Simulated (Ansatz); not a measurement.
```xyz
10

C     0.7777   -0.5272    1.8965
C    -0.7742   -1.4700   -1.0152
F    -0.6941   -0.0930   -1.2479
Ga    0.0214   -1.9343    0.7529
H     0.6909    0.4611    1.4327
H     0.2661   -0.5079    2.8681
H     1.8376   -0.7296    2.1014
H     0.0139   -3.4502    1.1776
H    -0.2605   -1.9813   -1.8436
H    -1.8341   -1.7603   -1.0776
```

Geometry: PBE0-D3(BJ)/pcseg-1.

These are results of Ansatz 0.2.0, isolated molecule in a Gaussian basis; Kohn-Sham density functional theory, functional PBE0, not measurements.

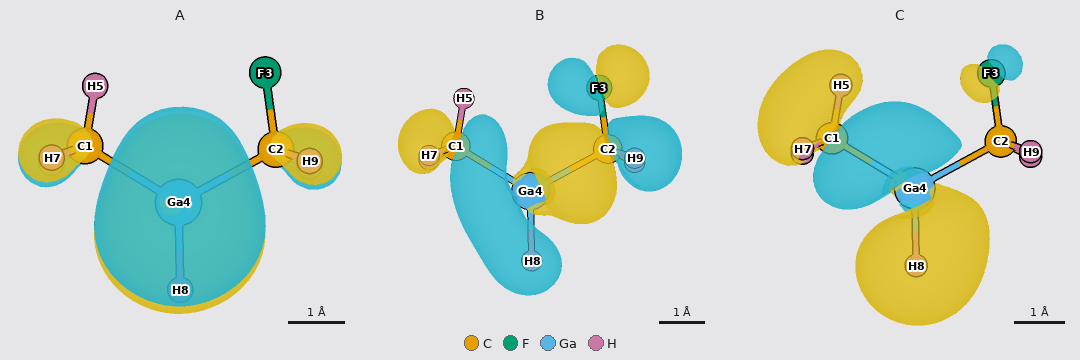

C2H6FGa (SMILES [CH3][GaH][CH2]F). Three frontier orbitals at ±0.08 Å⁻³ᐟ² (yellow and cyan are the two phases), in no order.

Order the three orbitals by energy and name them.

Answer. C is the HOMO−1 (−8.18 eV). Its weight (Hirshfeld) is mainly on C1 (about 30 %), Ga4 (about 30 %) and H8 (about 25 %). B is the HOMO (−7.56 eV). It lies mainly on C2 (about 35 %), Ga4 (about 20 %), F3 (about 20 %) and C1 (about 10 %). A is the LUMO (−1.24 eV). It lies mainly on Ga4 (about 75 %) and H8 (about 5 %).

What is the HOMO–LUMO gap?

Answer. 6.32 eV between the orbital energies.
